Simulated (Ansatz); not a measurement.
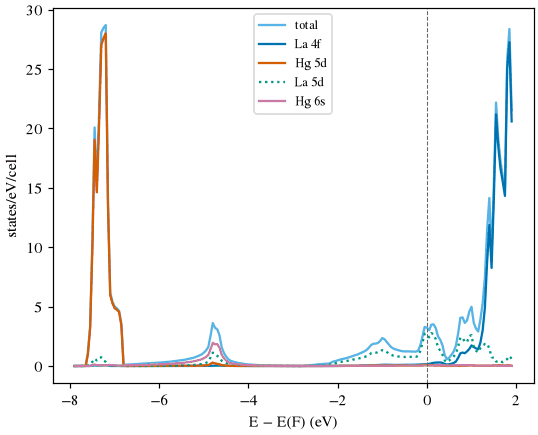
Total and projected density of states of LaHg (CsCl type, Pm-3m), PBEsol in the plane-wave PAW code Ansatz

Which orbitals carry the states next to the Fermi level?

Within 0.5 eV of the Fermi level: La 5d 71 %, La 4f 9 %, outside the projected shells 13 %. Projections are on Löwdin-orthogonalised atomic valence shells; empty p or d shells of many metals are not among them.

Where is the tallest occupied peak in this window, and what makes it?

Near -7.2 eV, about 29 states/eV per cell; the largest projected share is Hg 5d.

The workflow started from an entry of the Crystallography Open Database (COD). Its standing as an ambient phase is unchecked. The cell was relaxed with PBEsol under the symmetry of its start; of distortions, only those at the zone centre were tested. Scalar-relativistic: spin–orbit coupling is off unless named, which matters more the heavier the elements.

Potentials: the later of the program's two PAW sets.
